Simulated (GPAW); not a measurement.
# Surface energy and work function of W(100) from slabs of 4 to 14 layers (RPBE)

How do energy and work function of W(100) films settle with thickness, and what surface energy follows?

Set-up. GPAW 26.7.0, plane waves at 450 eV with PAW setups; symmetric 1×1 slabs cut at the tabulated lattice constant (two decimals; low-temperature values for the alkali metals), atoms at bulk places, 7.5 Å of vacuum on each side, one in-plane mesh for all thicknesses, Fermi-Dirac smearing of 0.1 eV. Energies are extrapolated to zero smearing and count from the program's reference atoms. Functional RPBE. The cell's area is 9.986 Å².

What came out, but for one run:

| layers | energy (eV) | work function (eV) |
| --- | --- | --- |
| 4 | −39.0284 | 4.03 |
| 5 | −50.1259 | 4.09 |
| 6 | −61.1629 | 4.07 |
| 7 | −72.1999 | 4.06 |
| 8 | −83.1998 | 4.07 |
| 9 | −94.2371 | 4.07 |
| 10 | −105.2609 | 4.08 |
| 11 | −116.2872 | 4.07 |
| 12 | −127.3092 | 4.08 |
| 14 | ? | ? |

To predict: What surface energy do these runs give, and what energy and work function should the 14-layer slab have?

Worked answer. A slab of n layers has E(n) = nε + 2Aγ once its middle is bulk-like. A line through n = 6 to 12 has the slope ε = −11.0241 eV a layer and the intercept 2Aγ = 4.9801 eV (r.m.s. residual 6.6 meV). So γ = 4.9801 / (2 × 9.986 Å²) = 0.2494 eV/Å² = 4.00 J/m², with a standard error of about 0.01 J/m² from the scatter about the line. For 14 layers: 4.9801 + 14 × (−11.0241) = −149.357 eV; the run gives −149.359 eV, 1.4 meV under the line. The work function has no such law: from 6 to 12 layers it moves between 4.06 and 4.08 eV (mean 4.07), and the 14-layer slab gives 4.07 eV. The thinnest slab, 4 layers, lies −0.04 eV from that mean. The measured value for this face is 4.65 eV (“Anisotropic work function of elemental crystals” (2019, arxiv:1902.07811)), for a face that reconstructs.

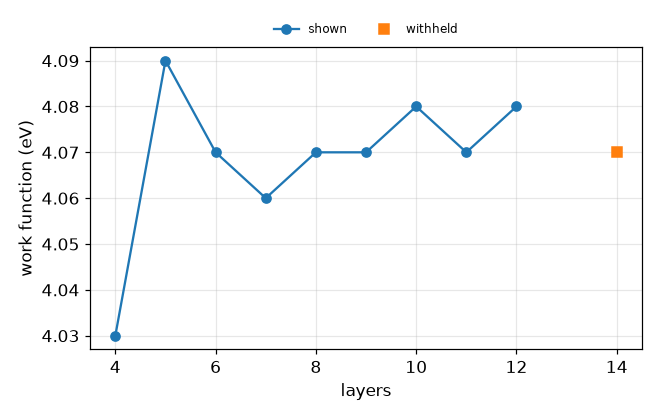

Work function against thickness.

**Limits.** The surfaces are unrelaxed, so γ is an upper bound for this functional and lattice constant. The tabulated lattice constant isn't the functional's own, which strains the slab a little. Spin-orbit coupling is left out.
